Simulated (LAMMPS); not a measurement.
Consider a melt made from Ti (hcp), 1848 atoms, at 2720 K and 0 GPa, brought to that temperature within a few picoseconds in molecular dynamics.

Computed with classical MD, pair style meam/spline, file Ti.meam.spline (LAMMPS).

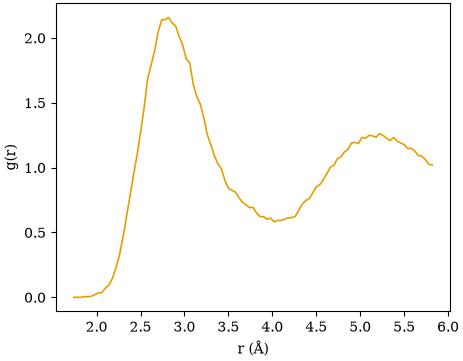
Figure: g(r) against r (Å)

The data show:
- state found: liquid
- first peak of g(r): 2.80 Å, height 2.2
- coordination number: 14.0 (counted to 4.06 Å)
